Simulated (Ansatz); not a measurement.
# Calculations on C4H8SSi

## 1. Relaxation

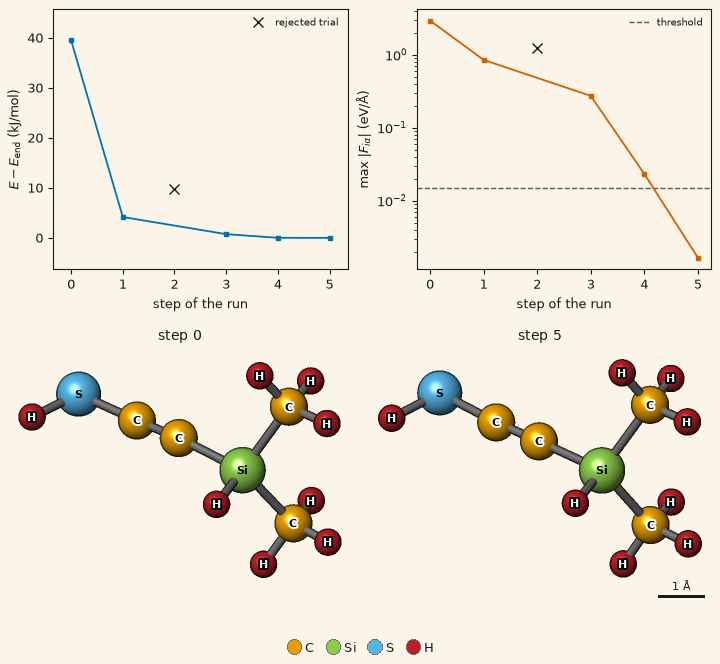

First and last geometry of a relaxation of C4H8SSi, with the history of the run. A ball-and-stick model, seen at a tilt.

The run prepares an end point of a later path (torsion) calculation, from a guessed geometry.

All numbers below come from Ansatz 0.2.0, RKS BLYP/STO-3G.

The input:
```yaml
crystal:
  periodic: [false, false, false]
  atoms:
    - { symbol: C, position_ang: [-0.7314, -1.2906, 1.4092] }
    - { symbol: Si, position_ang: [0.1961, 0.1306, 0.6227] }
    - { symbol: C, position_ang: [1.9188, -0.4052, 0.2929] }
    - { symbol: C, position_ang: [-0.5401, 0.739, -0.9612] }
    - { symbol: C, position_ang: [-1.1316, 1.0924, -1.9905] }
    - { symbol: S, position_ang: [-1.8646, 1.636, -3.4041] }
    - { symbol: H, position_ang: [-0.2936, -1.5696, 2.3393] }
    - { symbol: H, position_ang: [-0.7961, -2.0942, 0.7235] }
    - { symbol: H, position_ang: [-1.7983, -0.9071, 1.6601] }
    - { symbol: H, position_ang: [0.2373, 1.2676, 1.6066] }
    - { symbol: H, position_ang: [1.9732, -1.2454, -0.3739] }
    - { symbol: H, position_ang: [2.4545, -0.7174, 1.2519] }
    - { symbol: H, position_ang: [2.4941, 0.4372, -0.1328] }
    - { symbol: H, position_ang: [-2.1313, 2.8976, -3.015] }
basis:
  gaussian: { orbitals: STO-3G }
hamiltonian:
  xc: blyp
relax:
  f_tol: 0.015
  max_steps: 40
```

Command:
```bash
ansatz run input.yaml --threads 1 --pin off --max-ram 2048MiB --backend cpu --events-out ev --progress --plain --runs-dir out
```

Question: What do the curves and the structures tell?

Answer: It converged. The atom that moves furthest after the best rigid fit is H13 (0.098 Å). Largest moves by element: H 0.098 Å, C 0.083 Å, S 0.050 Å, Si 0.043 Å. Some distances before and after: Si2–C3 1.834 → 1.894 Å, C1–H9 1.161 → 1.105 Å, C5–S6 1.683 → 1.738 Å, C1–H8 1.058 → 1.105 Å. Among the angles between lasting bonds that change: H7–C1–H8 113.1° → 107.8°, Si2–C4–C5 174.6° → 179.2°, C1–Si2–C4 114.4° → 110.2°. The energy falls by 39.5 kJ/mol in 4 accepted moves (5 points after the start). Largest force component: 2.9 eV/Å at the start, 0.0017 eV/Å at the end. The line search rejected the trial step at point 2 of the run.

```csv
step,"E − E(0), kJ/mol","largest force component, eV/Å",note
0,0.00,2.9352,
1,-35.32,0.8492,
2,-29.72,1.2390,rejected
3,-38.75,0.2725,
4,-39.48,0.0233,
5,-39.49,0.0017,
```

Limits of the set-up: STO-3G is a minimal basis, so the numbers are rough.

## 2. Relaxation

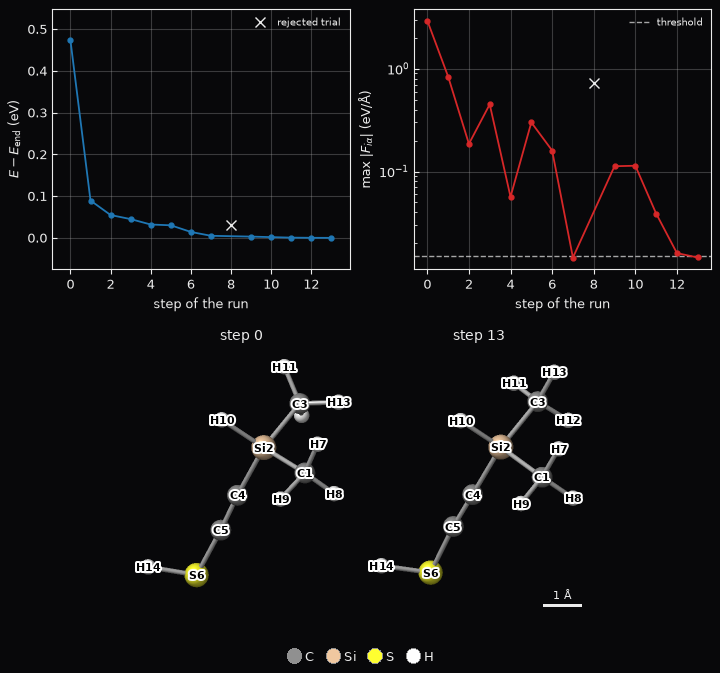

First and last geometry of a relaxation of C₄H₈SSi, with the history of the run. The picture is a ball-and-stick view, seen from a free direction.

The run prepares an end point of a later path (torsion) calculation, from a guessed geometry.

Level of theory: RKS BLYP/STO-3G in Ansatz 0.2.0.

Input
```yaml
crystal:
  periodic: [false, false, false]
  atoms:
    - { symbol: C, position_ang: [-0.7314, -1.2906, 1.4092] }
    - { symbol: Si, position_ang: [0.1961, 0.1306, 0.6227] }
    - { symbol: C, position_ang: [1.9188, -0.4052, 0.2929] }
    - { symbol: C, position_ang: [-0.5401, 0.739, -0.9612] }
    - { symbol: C, position_ang: [-1.1316, 1.0924, -1.9905] }
    - { symbol: S, position_ang: [-1.8646, 1.636, -3.4041] }
    - { symbol: H, position_ang: [-0.2936, -1.5696, 2.3393] }
    - { symbol: H, position_ang: [-0.7961, -2.0942, 0.7235] }
    - { symbol: H, position_ang: [-1.7983, -0.9071, 1.6601] }
    - { symbol: H, position_ang: [0.2373, 1.2676, 1.6066] }
    - { symbol: H, position_ang: [2.64679, 0.19166, 0.80992] }
    - { symbol: H, position_ang: [2.17578, -0.33954, -0.81785] }
    - { symbol: H, position_ang: [2.04016, -1.46428, 0.58523] }
    - { symbol: H, position_ang: [-2.1313, 2.8976, -3.015] }
basis:
  gaussian: { orbitals: STO-3G }
hamiltonian:
  xc: blyp
relax:
  f_tol: 0.015
  max_steps: 40
output:
  orbitals: {}
```

Launched with:
```bash
ansatz run input.yaml --threads 1 --pin off --max-ram 2048MiB --backend cpu --events-out ev --progress --plain --runs-dir out
```

Question: What do the curves and the structures tell?

Answer: It converged. After 12 accepted moves (13 points after the start) the energy has fallen by 0.473 eV. The largest force component goes from 2.9 to 0.015 eV/Å. The line search rejected the trial step at point 8 of the run. The forces were under the threshold at step 7, but the run went on from there. H13 moves most after the best rigid fit: 1.02 Å. Largest moves by element: H 1.02 Å, C 0.16 Å, S 0.11 Å, Si 0.02 Å. Some distances before and after: Si2–C3 1.834 → 1.894 Å, C1–H9 1.161 → 1.105 Å, C5–S6 1.683 → 1.738 Å, C1–H8 1.058 → 1.105 Å. Among the angles between lasting bonds that change: H7–C1–H8 113.1° → 107.8°, Si2–C4–C5 174.6° → 179.5°, C1–Si2–C4 114.4° → 110.2°. Groups turn about Si2–C3 by about 60°.

Limits of the set-up: STO-3G is a minimal basis, so the numbers are rough.

## 3. Path

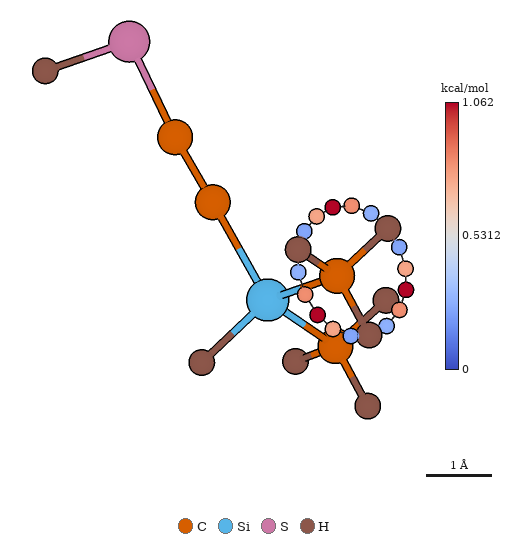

NEB run on C4H8SSi. Images are numbered from 0 (start) to 6 (end). The start is drawn whole; smaller spheres mark the moving atoms (H) in the later images, joined by lines and coloured by the energy of the image relative to the start. The picture is a ball-and-stick view, seen from a free direction.

Method: RKS BLYP/STO-3G (Ansatz). Settings: 5 movable images; climbing image; force threshold 0.05 eV/Å; iteration limit 60; starting path through a guess of the saddle point.

Describe the path and its energy.

Answer. The motion is a rotation about the C–Si bond by about 120°. No bond forms or breaks between the ends. The barrier is about 1.06 kcal/mol in both directions, with image 3 at the top; the ends have the same energy. The band converged in 7 iterations, with a climbing image at the top.

Limits of the set-up: STO-3G is a minimal basis, so the numbers are rough.

The run took roughly 2.1 core-minutes on a shared host.
